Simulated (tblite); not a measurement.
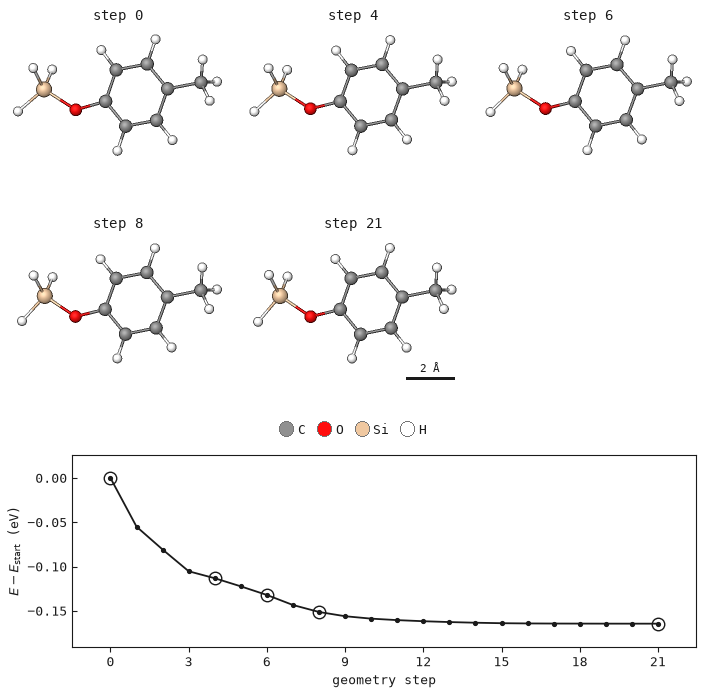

Frames of a relaxation of C7H10OSi, marked on the history of the run. Style: ball-and-stick. Shown at a tilt.

All numbers below come from GFN2-xTB geometry optimisation, gas phase in tblite. 

Describe the path.

Over 21 geometry steps the energy falls by 0.164 eV. An H atom moves most after the best rigid fit: 0.25 Å. By element the largest moves are H 0.25 Å, Si 0.07 Å, O 0.05 Å, C 0.04 Å. Among the contacts that change: O–Si 1.663 → 1.623 Å, H–Si 1.497 → 1.465 Å, H–Si 1.478 → 1.453 Å, C–C 1.412 → 1.389 Å. Among the angles between lasting bonds that change: O–Si–H 110.0° → 99.0°, H–Si–H 108.9° → 113.2°, C–C–H 122.1° → 119.2°. The run took 0.3 s on 1 thread of Arm Neoverse N1, with other jobs on the host. From step 0 to 4: an H atom moves most (0.06 Å), energy −0.113 eV. From step 4 to 6: an H atom moves most (0.05 Å), energy −0.019 eV. From step 6 to 8: an H atom moves most (0.08 Å), energy −0.019 eV. From step 8 to 21: an H atom moves most (0.06 Å), energy −0.013 eV.

| step | E − E(0), eV |
| --- | --- |
| 0 | 0.0000 |
| 1 | -0.0549 |
| 2 | -0.0807 |
| 3 | -0.1053 |
| 4 | -0.1131 |
| 5 | -0.1223 |
| 6 | -0.1320 |
| 7 | -0.1434 |
| 8 | -0.1512 |
| 9 | -0.1560 |
| 10 | -0.1588 |
| 11 | -0.1604 |
| 12 | -0.1617 |
| 13 | -0.1626 |
| 14 | -0.1634 |
| 15 | -0.1639 |
| 16 | -0.1642 |
| 17 | -0.1643 |
| 18 | -0.1644 |
| 19 | -0.1644 |
| 20 | -0.1644 |
| 21 | -0.1644 |
